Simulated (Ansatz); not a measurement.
```xyz
9

B    -0.071    1.796   -1.104
C    -0.035    0.852   -0.095
C     0.019   -0.133    0.914
C    -0.254   -1.454    0.615
H     0.399    1.585   -2.168
H    -0.580    2.844   -0.896
H     0.450    0.121    1.907
H    -0.646   -1.743   -0.375
H     0.051   -2.269    1.296
```

Question: Where will the first 4 clear peaks of this molecule's radial distribution curve from gas electron diffraction lie, and which pairs make them?

Answer: Peak 1, 1.39 Å: B–H 1.18 Å (×2), C–C 1.38–1.41 Å (×2), C–B 1.38 Å, not resolved; in its flanks C–H 1.10–1.11 Å
Peak 2, 2.24 Å: C···H 2.16–2.24 Å (×6), C···C 2.42 Å, not resolved
Peak 3, 2.77 Å: C···H 2.68 Å, C···B 2.79 Å, not resolved
Peak 4, 3.63 Å: C···H 3.42–3.55 Å (×3), B···H 3.48–3.66 Å (×2), C···B 3.68 Å, not resolved

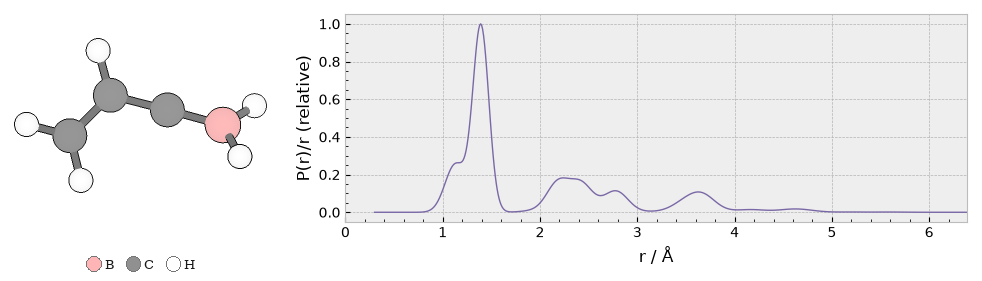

Simulated gas electron diffraction: radial distribution curve of C3H5B. Each pair of atoms contributes with weight ZᵢZⱼ/r; damping constant 0.002 Å²; vibrational amplitudes assumed, not computed: 0.05 Å for bonds, 0.078 Å for bonds to H, 0.06 + 0.015 r up to 0.15 Å for other pairs. The geometry is the end point of an optimisation (UKS PBE-D4/STO-3G (Ansatz)); it may be a saddle point or a higher isomer.
